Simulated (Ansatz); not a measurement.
**H4Sn···CH3 (doublet): density, localisation and related maps**

```xyz
9

H     0.4349   -0.5859    0.3280
Sn    0.5538    0.7099    1.4295
C    -0.6646   -0.9053   -1.7538
H     1.5085    0.3208    2.7988
H    -1.0183    1.1399    1.9478
H     1.2409    2.0568    0.6313
H    -0.6237    0.1518   -2.0126
H     0.1255   -1.5752   -2.0887
H    -1.5572   -1.3128   -1.2804
```

Core potentials replace the inner electrons of Sn.

Level of theory: UKS r2SCANh/def2-SVP in Ansatz.

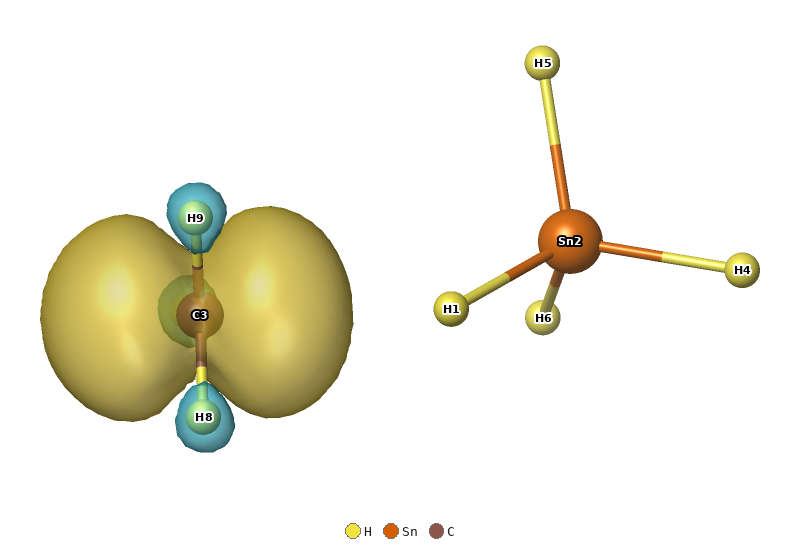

Figure 1. Isosurfaces of the spin density at +0.03 (yellow) and −0.03 e/Å³ (cyan), seen at a tilt.

Question: Where is the unpaired spin?

Answer: The unpaired spin (1 electron) lies mostly on C3 (about 0.8), in electrons by Hirshfeld's partition.

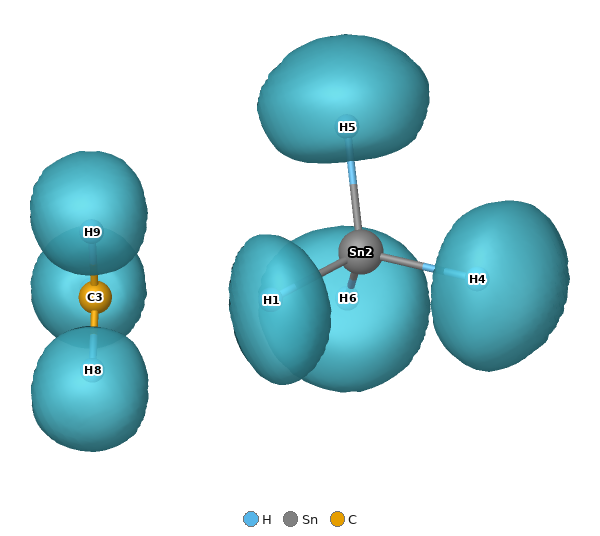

Figure 2. Isosurface of the ELF at 0.9 (cyan), seen at a tilt. Only the valence region is drawn (cores and ρ < 0.01 e/Å³ removed).

Question: Identify the bonds, lone pairs and shells in this picture.

Answer: At this value the surface marks out seven regions around hydrogen nuclei. Along the contacts the grid gives the following. C3···H1 (2.38 Å): the ELF dips to about 0.10 between them. C–H (1.09 Å): the ELF climbs to about 1 towards the hydrogen, as it does in any bond to H: a covalent bond by its length.

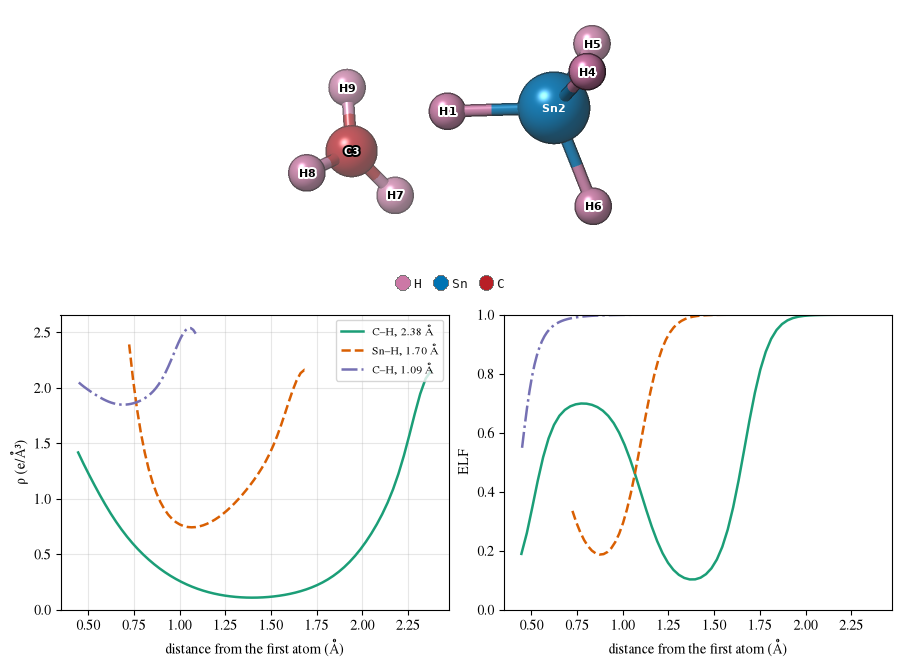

Figure 3. Electron density and ELF along straight lines between neighbouring atoms. The curves leave out the atomic cores. The structure is drawn too.

Question: What can be read from the curves?

Answer: C3···H1 (2.38 Å): the density falls to about 0.11 e/Å³ on the way; the ELF dips to about 0.10 between them.
Sn–H (1.70 Å): ρ is about 1.1 e/Å³ halfway; the ELF climbs to about 1 towards the hydrogen.
C–H (1.09 Å): ρ at the midpoint is about 1.9 e/Å³; the ELF climbs to about 1 towards the hydrogen: a covalent bond by its length.
